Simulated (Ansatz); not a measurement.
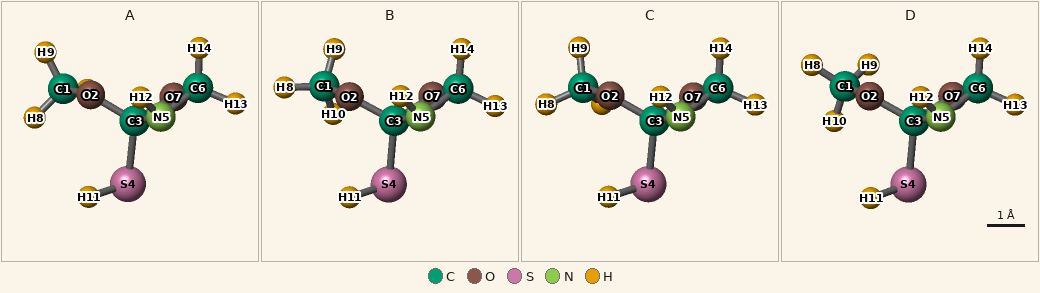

4 geometries from a converged minimum-energy path of C3H7NO2S, shuffled. A ball-and-stick model, seen at a tilt.

Method: RKS BLYP/def2-SVP in Ansatz. Run with 9 movable images; climbing image; force threshold 0.03 eV/Å; iteration limit 43; starting path by image-dependent pair potential.

> One of them is the converged climbing image. Which?

C. In order along the path, whose images run from 0 to 10: A (image 3, +0.96 kcal/mol), C (image 5, +1.63 kcal/mol), B (image 7, +0.96 kcal/mol), D (image 10, 0.00 kcal/mol). The motion is a rotation about the C1–O2 bond by about 120°. No bond forms or breaks between the ends. Among the angles between lasting bonds that change up to the highest image: O2–C1–H9 106.1° → 108.3°.

The run took 3.1 min on 2 threads of Arm Neoverse V2, on a shared host, peak memory 0.19 GiB.
